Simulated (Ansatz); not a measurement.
**Al$_{2}$ClH$_{5}$O: density, localisation and related maps**

```xyz
9

Al   -0.0381   -0.0867    0.1481
Cl    0.6832    0.5035    2.1108
H     1.0739   -0.1824   -0.9875
H    -1.5245    0.3664   -0.1972
O    -0.2554   -1.9603    0.7140
Al   -0.7787   -3.4189   -0.1272
H    -0.7688   -4.7262    0.7493
H    -1.1677   -3.1746   -1.6276
H     0.0235   -1.9439    1.6483
```

The calculation used Ansatz, RKS r2SCAN-D4/def2-SVP.

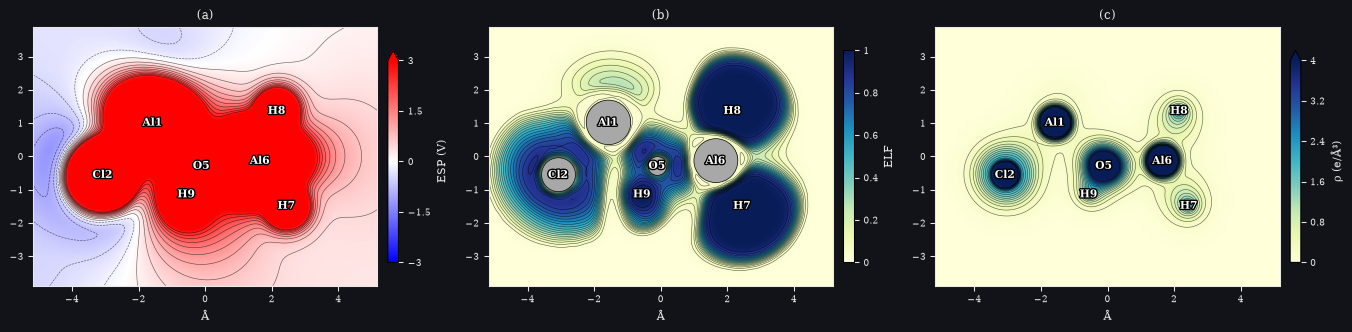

Figure 1. (a) molecular electrostatic potential; (b) electron localisation function; (c) electron density on the plane of atoms Cl2, Al1 and O5. Grey discs cover the atomic cores in the ELF map.

> What do the fields say about this system?

Atoms in the plane: Al, Cl, O and H. Al–O (1.76 Å): the density is about 0.71 e/Å³ at the midpoint; the ELF peaks at about 0.90 in the valence shell of O, 0.6 Å from its nucleus, and is about 0.40 at the midpoint. Al–Cl (2.17 Å): ρ at the midpoint is about 0.61 e/Å³; the ELF peaks at about 0.90 in the valence shell of Cl, 0.9 Å from its nucleus, and is about 0.80 at the midpoint. O–H (0.98 Å): the density is about 3.6 e/Å³ at the midpoint; the ELF climbs to about 1 towards the hydrogen, as it does in any bond to H (a covalent bond by its length). Al–O (1.97 Å): the density is about 0.44 e/Å³ at the midpoint; the ELF peaks at about 0.90 in the valence shell of O, 0.6 Å from its nucleus, and is about 0.45 at the midpoint. Al–H (1.57 Å): ρ is about 0.56 e/Å³ halfway; the ELF climbs to about 1 towards the hydrogen. The ELF also peaks beside Cl2, away from the bonds: lone-pair regions. Outside the dense part of the molecule the potential is most negative (−1.2 V) near Cl2.

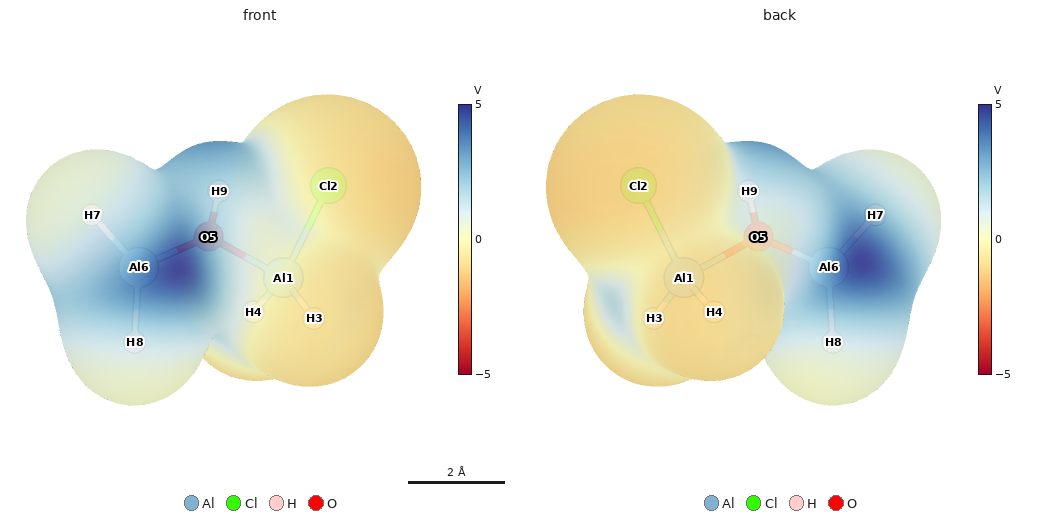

Figure 2. The molecular electrostatic potential painted on the density surface at 0.002 e/bohr³, seen from the front and from behind; red is negative and blue positive.

> Which sites attract a positive test charge, and which a negative one?

A positive charge is drawn to the negative regions and a negative charge to the positive ones. The most negative region (about −1.2 V) lies over Cl2, the most positive (about +4.8 V) over Al6.

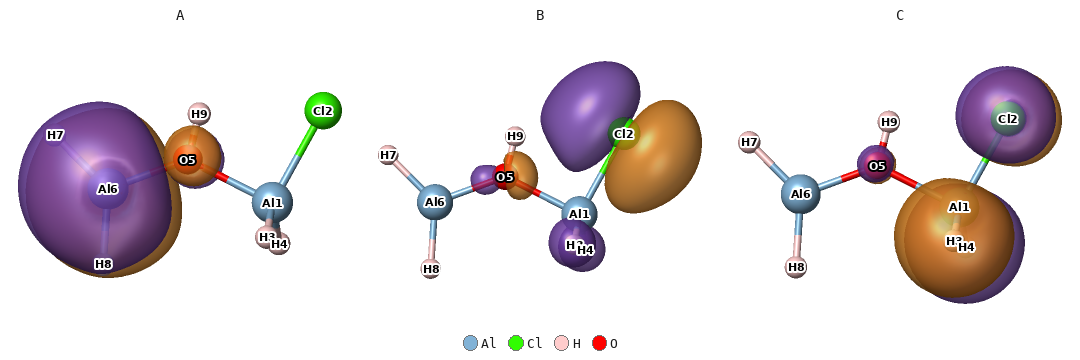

Figure 3. Three frontier orbitals at ±0.08 Å⁻³ᐟ² (orange and purple are the two phases), in no order.

> Order the three orbitals by energy and name them.

B is the HOMO−1 (−7.37 eV). It lies mainly on Cl2 (about 85 %); largely a lone pair of Cl2. C is the HOMO (−6.47 eV). By Hirshfeld shares it lies mainly on Cl2 (about 25 %), H4 (about 25 %), H3 (about 25 %) and Al1 (about 25 %). A is the LUMO (−2.54 eV). It lies mainly on Al6 (about 80 %) and O5 (about 5 %).

> What is the HOMO–LUMO gap?

3.93 eV between the orbital energies.

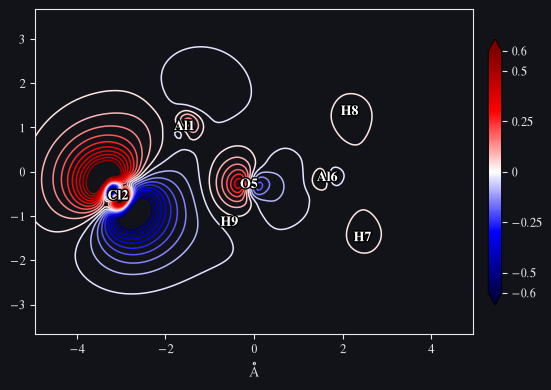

Figure 4. The HOMO−1 on the plane of atoms Cl2, Al1 and O5 (values in Å⁻³ᐟ²; the overall sign is arbitrary).

> What is the character of this orbital?

It lies mainly on Cl2 (about 85 %); largely a lone pair of Cl2. Its energy is −7.37 eV.
